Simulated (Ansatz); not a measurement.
# Dielectric response of InP (110) films, part 3 of 4

How well do thin zincblende InP (110) films screen a perpendicular field?

Ansatz 0.2.0; plane-wave DFT, PBE, Ansatz PAW (the session's first sound run).

So far, local ε in the middle: step 6 (response with the atoms held, 10 atoms, units 5) 11.9; step 9 (ions relaxed) 13.1.

## 10. Relaxation, 16 atoms, units 8

This step: plane-wave DFT, PBE, Ansatz PAW (Ansatz 0.2.0).

System of this step: InP (110), 8 units. The cell holds 16 atoms: 8 In and 8 P. Cell: a = 4.151 Å, b = 5.870 Å, c = 32.528 Å, α = 90.0°, β = 90.0°, γ = 90.0°. It derives from InP (zincblende InP). Vacuum lies along c.

The next thickness, treated alike, so that differences show the interior and the faces cancel.

Contents of input.yaml:

```yaml
crystal:
  lattice:
    - [4.15071681, 0.0, 0.0]
    - [0.0, 5.87, 0.0]
    - [0.0, 0.0, 32.5275088195]
  atoms:
    - { symbol: In, position: [0.5, 0.5, 0.2766888805] }
    - { symbol: P, position: [0.0, 0.75, 0.2766888805] }
    - { symbol: In, position: [0.0, 0.0, 0.3404920575] }
    - { symbol: P, position: [0.5, 0.25, 0.3404920575] }
    - { symbol: In, position: [0.5, 0.5, 0.4042952345] }
    - { symbol: P, position: [0.0, 0.75, 0.4042952345] }
    - { symbol: In, position: [0.0, 0.0, 0.4680984115] }
    - { symbol: P, position: [0.5, 0.25, 0.4680984115] }
    - { symbol: In, position: [0.5, 0.5, 0.5319015885] }
    - { symbol: P, position: [0.0, 0.75, 0.5319015885] }
    - { symbol: In, position: [0.0, 0.0, 0.5957047655] }
    - { symbol: P, position: [0.5, 0.25, 0.5957047655] }
    - { symbol: In, position: [0.5, 0.5, 0.6595079425] }
    - { symbol: P, position: [0.0, 0.75, 0.6595079425] }
    - { symbol: In, position: [0.0, 0.0, 0.7233111195] }
    - { symbol: P, position: [0.5, 0.25, 0.7233111195] }
kpoints:
  mp_grid: { grid: [8, 6, 1] }
hamiltonian:
  xc: pbe
scf:
  occupations: { method: fermi_dirac, width: 0.03 }
  convergence: { dr2_threshold: 1.0e-09 }
efield:
  axis: 3
  dipole_correction: true
  ramp_position: 0.97
  ramp_width: 0.06
relax:
  f_tol: 0.003
  max_steps: 100
output:
  write_potential: true
  write_density: true
  volumetric_format: npy
```

Started as:

```
$ ansatz run input.yaml --threads 4 --pin off --max-ram 8192MiB --backend cpu --events-out ev --progress --plain --runs-dir out
```

Numbers of over 12 decimals in the logs are rounded to 6 here.

The log of the run:

```text
[...]
Crystal: 16 atoms, lattice volume = 792.523 Å³
Basis set: ecut = 420 eV, 15383 PW (Γ), exchange–correlation on 60×80×450 points (8 copies of the dense FFT grid, shifted against one another)
Bands: 88, of which v1, the nominal top of the filled ones, is band 72 counted from 1 (71 counted from 0)
Symmetry: 2 space group operations
[...]
- { symbol: In, position: [0.5, 0.485063, 0.533733] }
    - { symbol: P, position: [0.0, 0.739483, 0.531903] }
    - { symbol: In, position: [0.0, -0.013308, 0.596821] }
    - { symbol: P, position: [0.5, 0.242687, 0.599501] }
    - { symbol: In, position: [0.5, 0.482831, 0.666977] }
    - { symbol: P, position: [0.0, 0.737895, 0.662548] }
    - { symbol: In, position: [0.0, 0.055009, 0.715668] }
    - { symbol: P, position: [0.5, 0.270340, 0.736798] }
[key lines of the parts left out:]
SCF converged after 9 iterations
Free energy (F): -50830.199992 eV
Fermi energy:    1.521367 eV
Dipole field:    D = 0.000008 V/Å  (p = 0.000033 e·Å, saw-weighted, corrected)
Work function:   Φ+ = 4.6361 eV   Φ− = 4.6363 eV
```

The job ended after 7.1 min (4 threads of Intel Xeon at 2.50GHz (Skylake/Cascade Lake), shared host; peak memory 2.2 GiB; 27 min of CPU time).

Step by step:

```csv
step,energy less that of the first step (eV),largest force component (eV/Å)
1,0.0000,1.2939
2,-0.8593,0.6276
3,-1.2009,0.2445
4,-1.2462,0.0799
5,-1.2481,0.0120
6,-1.2482,0.0029
```

The run keeps the 2 symmetry operations that it works with, so distortions that break them were not tested.

The atoms that moved most (Å):

```csv
atom,dx,dy,dz,length
P16,0.000,0.119,0.439,0.455
P2,0.000,0.119,-0.439,0.455
In15,0.000,0.323,-0.249,0.408
In1,0.000,0.323,0.249,0.408
In3,0.000,-0.101,-0.243,0.263
In13,0.000,-0.101,0.243,0.263
P6,0.000,-0.043,-0.123,0.131
P12,0.000,-0.043,0.123,0.131
```

The relaxation took 6 steps and lowered the energy by 1.2 eV; the largest force on the free atoms ends at 0.0029 eV/Å.

The gap is 0.89 eV.

## 11. Single point on the relaxed film, 16 atoms, units 8

The next thickness, treated alike, so that differences show the interior and the faces cancel.

Contents of input.yaml:

```yaml
crystal:
  lattice:
    - [4.15071681, 0.0, 0.0]
    - [0.0, 5.87, 0.0]
    - [0.0, 0.0, 32.5275088195]
  atoms:
    - { symbol: In, position: [0.5, 0.5550091855, 0.2843318683] }
    - { symbol: P, position: [0.0, 0.7703395138, 0.2632020165] }
    - { symbol: In, position: [0.0, -0.0171695813, 0.3330232262] }
    - { symbol: P, position: [0.5, 0.237894921, 0.3374520156] }
    - { symbol: In, position: [0.5, 0.4866922281, 0.4031789676] }
    - { symbol: P, position: [0.0, 0.7426872106, 0.4004987915] }
    - { symbol: In, position: [0.0, -0.0149366426, 0.466267467] }
    - { symbol: P, position: [0.5, 0.2394828405, 0.4680973765] }
    - { symbol: In, position: [0.5, 0.4850633675, 0.5337325264] }
    - { symbol: P, position: [0.0, 0.7394828668, 0.5319026279] }
    - { symbol: In, position: [0.0, -0.0133077105, 0.5968210285] }
    - { symbol: P, position: [0.5, 0.2426872681, 0.5995012089] }
    - { symbol: In, position: [0.5, 0.4828305074, 0.6669767693] }
    - { symbol: P, position: [0.0, 0.7378950381, 0.6625479876] }
    - { symbol: In, position: [0.0, 0.0550093312, 0.7156681362] }
    - { symbol: P, position: [0.5, 0.2703396559, 0.7367979861] }
kpoints:
  mp_grid: { grid: [8, 6, 1] }
hamiltonian:
  xc: pbe
scf:
  occupations: { method: fermi_dirac, width: 0.03 }
  convergence: { dr2_threshold: 1.0e-09 }
efield:
  axis: 3
  dipole_correction: true
  ramp_position: 0.97
  ramp_width: 0.06
output:
  eigenvalues: true
  write_potential: true
  write_density: true
  volumetric_format: npy
  elf: true
```

The log of the run:

```text
[...]
Crystal: 16 atoms, lattice volume = 792.523 Å³
Basis set: ecut = 420 eV, 15383 PW (Γ)
Bands: 88, of which v1, the nominal top of the filled ones, is band 72 counted from 1 (71 counted from 0)
Symmetry: 2 space group operations
k-points: 20 of 48 (time reversal used)
[...]
k-point 0: bands = [... 68 lower, 0.7427, 0.8294, 0.9685, 1.0774, 1.9646, 2.5674, 2.9187, 3.1790, ... 12 higher]
  k-point 1: bands = [... 68 lower, 0.6551, 0.7476, 0.8084, 0.8652, 2.5335, 2.6566, 2.8893, 2.9657, ... 12 higher]
  k-point 2: bands = [... 68 lower, 0.4223, 0.4245, 0.4520, 0.5185, 2.7174, 2.7431, 2.9834, 3.0257, ... 12 higher]
  k-point 19: bands = [... 68 lower, -0.0008, -0.0008, 0.2918, 0.2918, 2.4081, 2.4081, 3.2974, 3.2974, ... 12 higher]
[key lines of the parts left out:]
SCF converged after 13 iterations
Free energy (F): -50830.200146 eV
Fermi energy:    1.521407 eV
Dipole field:    D = 0.000001 V/Å  (p = 0.000005 e·Å, saw-weighted, corrected)
Work function:   Φ+ = 4.6361 eV   Φ− = 4.6362 eV
```

Wall time 1.7 min (4 threads); peak memory 2.5 GiB.

The gap is 0.89 eV.

## 12. Single point, 16 atoms, units 8, field 0.05 V/Å

Edit input.yaml of step 11 so:

```diff
@@ -28,3 +28,3 @@
   occupations: { method: fermi_dirac, width: 0.03 }
-  convergence: { dr2_threshold: 1.0e-09 }
+  convergence: { dr2_threshold: 1.0e-10 }
 efield:
@@ -34,4 +34,4 @@
   ramp_width: 0.06
+  amplitude: 0.05
 output:
-  eigenvalues: true
   write_potential: true
@@ -39,2 +39 @@
   volumetric_format: npy
-  elf: true
```

The log of the run:

```text
[...]
Crystal: 16 atoms, lattice volume = 792.523 Å³
Basis set: ecut = 420 eV, 15383 PW (Γ)
Bands: 88, of which v1, the nominal top of the filled ones, is band 72 counted from 1 (71 counted from 0)
Symmetry: 2 space group operations
k-points: 20 of 48 (time reversal used)
[...]
k-point 0: bands = [... 68 lower, 0.7422, 0.8303, 0.9671, 1.0797, 1.9638, 2.5672, 2.9173, 3.1785, ... 12 higher]
  k-point 1: bands = [... 68 lower, 0.6539, 0.7493, 0.8051, 0.8698, 2.5301, 2.6586, 2.8868, 2.9677, ... 12 higher]
  k-point 2: bands = [... 68 lower, 0.4003, 0.4472, 0.4485, 0.5240, 2.7132, 2.7440, 2.9809, 3.0289, ... 12 higher]
  k-point 19: bands = [... 68 lower, -0.0149, 0.0141, 0.2679, 0.3159, 2.3894, 2.4260, 3.2958, 3.2989, ... 12 higher]
[key lines of the parts left out:]
SCF converged after 16 iterations
Free energy (F): -50830.202856 eV
Fermi energy:    1.522167 eV
Dipole field:    D = 0.024757 V/Å  (p = 0.108431 e·Å, saw-weighted, corrected)
```

Run time: 2 min. Hardware: 4 threads; peak memory 2.5 GiB.

The dipole is 0.108 e·Å, and the gap on the mesh 0.884 eV.

## 13. Single point, 16 atoms, units 8, field -0.05 V/Å

Edit input.yaml of step 12 so:

```diff
@@ -34,3 +34,3 @@
   ramp_width: 0.06
-  amplitude: 0.05
+  amplitude: -0.05
 output:
```

The log of the run:

```text
[...]
Crystal: 16 atoms, lattice volume = 792.523 Å³
Basis set: ecut = 420 eV, 15383 PW (Γ)
Bands: 88, of which v1, the nominal top of the filled ones, is band 72 counted from 1 (71 counted from 0)
Symmetry: 2 space group operations
k-points: 20 of 48 (time reversal used)
[...]
k-point 0: bands = [... 68 lower, 0.7422, 0.8303, 0.9671, 1.0797, 1.9638, 2.5672, 2.9173, 3.1785, ... 12 higher]
  k-point 1: bands = [... 68 lower, 0.6539, 0.7493, 0.8051, 0.8698, 2.5301, 2.6586, 2.8868, 2.9677, ... 12 higher]
  k-point 2: bands = [... 68 lower, 0.4003, 0.4472, 0.4485, 0.5240, 2.7132, 2.7440, 2.9809, 3.0289, ... 12 higher]
  k-point 19: bands = [... 68 lower, -0.0149, 0.0141, 0.2679, 0.3159, 2.3894, 2.4260, 3.2958, 3.2989, ... 12 higher]
[key lines of the parts left out:]
SCF converged after 16 iterations
Free energy (F): -50830.202856 eV
Fermi energy:    1.522167 eV
Dipole field:    D = -0.024757 V/Å  (p = -0.108431 e·Å, saw-weighted, corrected)
```

It took 1.9 min on 4 threads; peak memory 2.5 GiB; 7.3 min of CPU time.

The dipole is -0.108 e·Å, and the gap on the mesh 0.884 eV.

## 14. Response with the atoms held, 16 atoms, units 8

This step: plane-wave DFT, PBE, Ansatz PAW; response to a field along the normal, atoms held (Ansatz 0.2.0).

Local field over the applied field, running mean. From the potentials at -0.05 and 0.05 V/Å; running mean over 2.075 Å, taken twice. Table of local field over applied field by z:

```csv
z (Å),local field over applied field
5.0,0.985
7.5,0.549
10.0,0.0775
12.5,0.0860
15.0,0.0872
17.5,0.0872
20.0,0.0860
22.5,0.0771
25.0,0.540
27.5,0.984
```

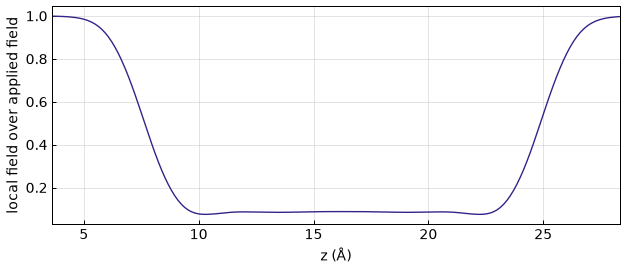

Local field over applied field against z.

The induced dipole is that of a conductor 16.11 Å thick.

## 15. Relaxing the film, 24 atoms, units 12

This step: plane-wave DFT, PBE, Ansatz PAW (Ansatz 0.2.0).

System of this step: InP (110), 12 units. The cell holds 24 atoms: 12 In and 12 P. Cell: a = 4.151 Å, b = 5.870 Å, c = 40.829 Å, α = 90.0°, β = 90.0°, γ = 90.0°. It derives from InP (zincblende InP). Vacuum lies along c.

The next thickness, treated alike, so that differences show the interior and the faces cancel.

Contents of input.yaml:

```yaml
crystal:
  lattice:
    - [4.15071681, 0.0, 0.0]
    - [0.0, 5.87, 0.0]
    - [0.0, 0.0, 40.8289424306]
  atoms:
    - { symbol: In, position: [0.5, 0.5, 0.2204318668] }
    - { symbol: P, position: [0.0, 0.75, 0.2204318668] }
    - { symbol: In, position: [0.0, 0.0, 0.2712624365] }
    - { symbol: P, position: [0.5, 0.25, 0.2712624365] }
    - { symbol: In, position: [0.5, 0.5, 0.3220930062] }
    - { symbol: P, position: [0.0, 0.75, 0.3220930062] }
    - { symbol: In, position: [0.0, 0.0, 0.3729235758] }
    - { symbol: P, position: [0.5, 0.25, 0.3729235758] }
    - { symbol: In, position: [0.5, 0.5, 0.4237541455] }
    - { symbol: P, position: [0.0, 0.75, 0.4237541455] }
    - { symbol: In, position: [0.0, 0.0, 0.4745847152] }
    - { symbol: P, position: [0.5, 0.25, 0.4745847152] }
    - { symbol: In, position: [0.5, 0.5, 0.5254152848] }
    - { symbol: P, position: [0.0, 0.75, 0.5254152848] }
    - { symbol: In, position: [0.0, 0.0, 0.5762458545] }
    - { symbol: P, position: [0.5, 0.25, 0.5762458545] }
    - { symbol: In, position: [0.5, 0.5, 0.6270764242] }
    - { symbol: P, position: [0.0, 0.75, 0.6270764242] }
    - { symbol: In, position: [0.0, 0.0, 0.6779069938] }
    - { symbol: P, position: [0.5, 0.25, 0.6779069938] }
    - { symbol: In, position: [0.5, 0.5, 0.7287375635] }
    - { symbol: P, position: [0.0, 0.75, 0.7287375635] }
    - { symbol: In, position: [0.0, 0.0, 0.7795681332] }
    - { symbol: P, position: [0.5, 0.25, 0.7795681332] }
kpoints:
  mp_grid: { grid: [8, 6, 1] }
hamiltonian:
  xc: pbe
scf:
  occupations: { method: fermi_dirac, width: 0.03 }
  convergence: { dr2_threshold: 1.0e-09 }
efield:
  axis: 3
  dipole_correction: true
  ramp_position: 0.97
  ramp_width: 0.06
relax:
  f_tol: 0.003
  max_steps: 100
output:
  write_potential: true
  write_density: true
  volumetric_format: npy
```

The log of the run:

```text
[...]
Crystal: 24 atoms, lattice volume = 994.785 Å³
Basis set: ecut = 420 eV, 19303 PW (Γ), exchange–correlation on 60×80×576 points (8 copies of the dense FFT grid, shifted against one another)
Bands: 132, of which v1, the nominal top of the filled ones, is band 108 counted from 1 (107 counted from 0)
Symmetry: 2 space group operations
[...]
- { symbol: In, position: [0.5, 0.488664, 0.630937] }
    - { symbol: P, position: [0.0, 0.743184, 0.629910] }
    - { symbol: In, position: [0.0, -0.00913578, 0.681548] }
    - { symbol: P, position: [0.5, 0.246923, 0.683463] }
    - { symbol: In, position: [0.5, 0.486746, 0.737251] }
    - { symbol: P, position: [0.0, 0.741842, 0.733850] }
    - { symbol: In, position: [0.0, 0.058906, 0.776147] }
    - { symbol: P, position: [0.5, 0.274440, 0.792908] }
[key lines of the parts left out:]
SCF converged after 7 iterations
Free energy (F): -76246.195868 eV
Fermi energy:    2.668481 eV
Dipole field:    D = 0.000006 V/Å  (p = 0.000034 e·Å, saw-weighted, corrected)
Work function:   Φ+ = 4.6834 eV   Φ− = 4.6836 eV
```

The job ended after 15 min (4 threads; peak memory 3.6 GiB; 58 min of CPU time).

Step by step:

```csv
step,energy less that of the first step (eV),largest force component (eV/Å)
1,0.0000,1.3024
2,-0.8649,0.6295
3,-1.2107,0.2570
4,-1.2916,0.1055
5,-1.3001,0.0151
6,-1.3004,0.0038
7,-1.3004,0.0008
```

Forces are held to the 2 operations that the run works with; a distortion that breaks them can't arise in this run.

The atoms that moved most (Å):

```csv
atom,dx,dy,dz,length
P24,0.000,0.143,0.545,0.563
P2,0.000,0.143,-0.545,0.563
In23,0.000,0.346,-0.140,0.373
In1,0.000,0.346,0.140,0.373
In21,0.000,-0.078,0.348,0.356
In3,0.000,-0.078,-0.348,0.356
P6,0.000,-0.018,-0.227,0.228
P20,0.000,-0.018,0.227,0.228
```

Running mean over 2.075 Å of the planar mean; the ramp of the sawtooth is left out. Electron's electrostatic potential energy less the Fermi level against z:

```csv
z (Å),electron's electrostatic potential energy less the Fermi level (eV)
5.0,4.68
7.5,1.64
10.0,-4.70
12.5,-3.67
15.0,-3.95
17.5,-3.90
20.0,-3.77
22.5,-3.73
25.0,-3.73
27.5,-3.87
30.0,-4.41
32.5,-2.11
35.0,4.64
```

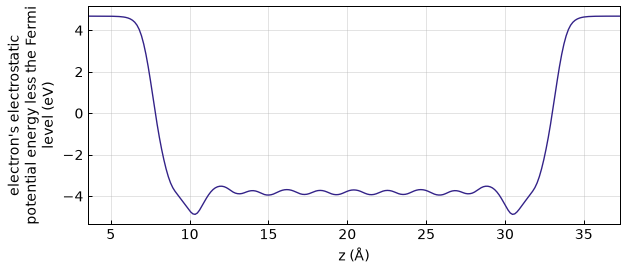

Electron's electrostatic potential energy less the Fermi level against z.

The relaxation took 7 steps and lowered the energy by 1.3 eV; the largest force on the free atoms ends at 7.7e-4 eV/Å.

The gap is 0.76 eV.

## 16. Side by side

Times are for 4 threads of Intel Xeon at 2.50GHz (Skylake/Cascade Lake), shared host. The runs compared:

```csv
no.,units,gap by band count (eV),time,memory (GiB)
1,5,1.037,3.2 min,1.4
2,8,0.8872,7.1 min,2.2
3,12,0.7620,15 min,3.6
```

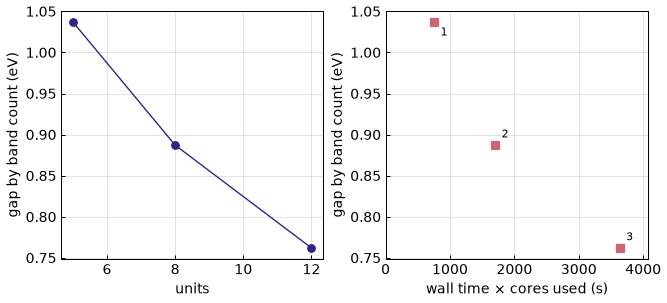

The series as plots; the last panel sets the first result against cost, with the runs numbered as in the table.

The valence density, planar mean (5) oscillates, so the rows of the table below give means over windows of 2 Å about each position, cut where the curve ends. Its maxima inside the range that stand out by 2 % of the span (Å: e/Å³): 9.4: 0.581, 11.0: 0.607, 13.2: 0.600, 15.3: 0.607, 16.9: 0.581. Its minima: 10.1: 0.228, 12.1: 0.156, 14.2: 0.156, 16.2: 0.228.

The runs together. Table of valence density, planar mean by z; means over each step:

```csv
z (Å),5 (e/Å³),8 (e/Å³),12 (e/Å³)
4,6.6e-6,8.4e-6,1.1e-5
6,0.00165,0.00215,0.00289
8,0.136,0.153,0.181
10,0.427,0.437,0.436
12,0.315,0.303,0.308
14,0.324,0.346,0.342
16,0.426,0.329,0.329
18,0.214,0.350,0.340
20,0.00381,0.339,0.344
22,1.5e-5,0.400,0.350
24,0,0.286,0.353
26,0,0.0151,0.451
```

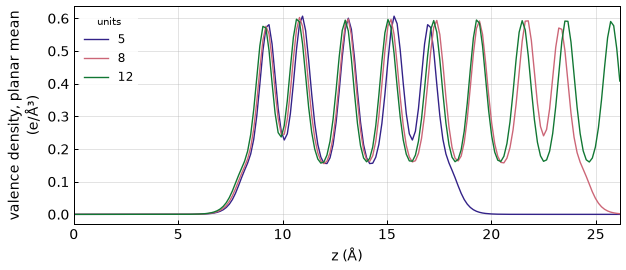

Valence density, planar mean, plotted against z.

## 17. Single point on the relaxed film, 24 atoms, units 12

The next thickness, treated alike, so that differences show the interior and the faces cancel.

Contents of input.yaml:

```yaml
crystal:
  lattice:
    - [4.15071681, 0.0, 0.0]
    - [0.0, 5.87, 0.0]
    - [0.0, 0.0, 40.8289424306]
  atoms:
    - { symbol: In, position: [0.5, 0.5589059196, 0.2238529025] }
    - { symbol: P, position: [0.0, 0.7744398646, 0.2070917503] }
    - { symbol: In, position: [0.0, -0.0132535454, 0.2627489837] }
    - { symbol: P, position: [0.5, 0.2418424369, 0.2661497094] }
    - { symbol: In, position: [0.5, 0.4908642196, 0.3184519484] }
    - { symbol: P, position: [0.0, 0.7469225794, 0.3165372146] }
    - { symbol: In, position: [0.0, -0.0113359423, 0.3690626649] }
    - { symbol: P, position: [0.5, 0.2431841016, 0.3700895107] }
    - { symbol: In, position: [0.5, 0.4901755382, 0.4220846727] }
    - { symbol: P, position: [0.0, 0.7444853956, 0.4215155802] }
    - { symbol: In, position: [0.0, -0.010277186, 0.4737086715] }
    - { symbol: P, position: [0.5, 0.2440466022, 0.4741171531] }
    - { symbol: In, position: [0.5, 0.4897228097, 0.526291331] }
    - { symbol: P, position: [0.0, 0.7440465974, 0.5258828411] }
    - { symbol: In, position: [0.0, -0.009824472, 0.5779153299] }
    - { symbol: P, position: [0.5, 0.2444853858, 0.5784844148] }
    - { symbol: In, position: [0.5, 0.4886640429, 0.6309373382] }
    - { symbol: P, position: [0.0, 0.7431840864, 0.6299104855] }
    - { symbol: In, position: [0.0, -0.0091357755, 0.6815480522] }
    - { symbol: P, position: [0.5, 0.2469225775, 0.683462785] }
    - { symbol: In, position: [0.5, 0.4867464674, 0.7372510216] }
    - { symbol: P, position: [0.0, 0.7418424502, 0.7338502887] }
    - { symbol: In, position: [0.0, 0.0589059551, 0.7761470968] }
    - { symbol: P, position: [0.5, 0.2744398912, 0.7929082534] }
kpoints:
  mp_grid: { grid: [8, 6, 1] }
hamiltonian:
  xc: pbe
scf:
  occupations: { method: fermi_dirac, width: 0.03 }
  convergence: { dr2_threshold: 1.0e-09 }
efield:
  axis: 3
  dipole_correction: true
  ramp_position: 0.97
  ramp_width: 0.06
output:
  eigenvalues: true
  dos: { projected: true, e_range: [-7, 7] }
  write_potential: true
  write_density: true
  volumetric_format: npy
checkpoint:
  write: end12.run
  compress: false
  write_wavefunctions: false
```

The log of the run:

```text
[...]
Crystal: 24 atoms, lattice volume = 994.785 Å³
Basis set: ecut = 420 eV, 19303 PW (Γ)
Bands: 132, of which v1, the nominal top of the filled ones, is band 108 counted from 1 (107 counted from 0)
Symmetry: 2 space group operations
k-points: 20 of 48 (time reversal used)
[...]
k-point 0: bands = [... 104 lower, 2.1352, 2.1469, 2.2359, 2.2845, 3.0465, 3.5345, 4.0100, 4.0237, ... 20 higher]
  k-point 1: bands = [... 104 lower, 1.9807, 1.9894, 2.0415, 2.0627, 3.7358, 3.7961, 3.9702, 4.0176, ... 20 higher]
  k-point 2: bands = [... 104 lower, 1.6186, 1.6196, 1.6797, 1.7032, 3.8981, 3.9545, 4.0298, 4.0875, ... 20 higher]
  k-point 19: bands = [... 104 lower, 1.2584, 1.2584, 1.4981, 1.4981, 3.5584, 3.5584, 4.0770, 4.0770, ... 20 higher]
[key lines of the parts left out:]
SCF converged after 14 iterations
Free energy (F): -76246.196094 eV
Fermi energy:    2.668505 eV
Dipole field:    D = 0.000000 V/Å  (p = 0.000000 e·Å, saw-weighted, corrected)
Work function:   Φ+ = 4.6834 eV   Φ− = 4.6834 eV
```

Elapsed: 3.8 min, on 4 threads; peak memory 4.3 GiB.

Running mean over 2.075 Å of the planar mean; the ramp of the sawtooth is left out. The electron's electrostatic potential energy less the Fermi level by z:

```csv
z (Å),electron's electrostatic potential energy less the Fermi level (eV)
5.0,4.68
7.5,1.64
10.0,-4.70
12.5,-3.67
15.0,-3.95
17.5,-3.90
20.0,-3.77
22.5,-3.73
25.0,-3.73
27.5,-3.87
30.0,-4.41
32.5,-2.11
35.0,4.64
```

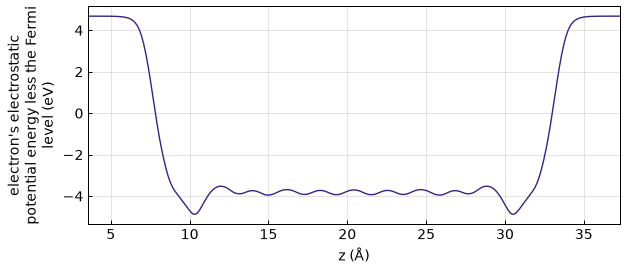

Electron's electrostatic potential energy less the Fermi level against z.

The gap is 0.76 eV.

[end of part 3 of 4]

[Logs are printed without paths, hosts, clocks, repeated set-up lines and the standing remarks that a program may print on its own settings, such as how far it seeks lower states.]

[Hosts, paths, dates, database ids (printed as entryN), source tags and the programs' standing remarks are cut or masked in the printed files.]

[Maps of the electrostatic potential energy from Ansatz leave out the sawtooth potential of an applied field or a dipole correction, so their vacuum need not be flat; planar profiles and work functions include it.]
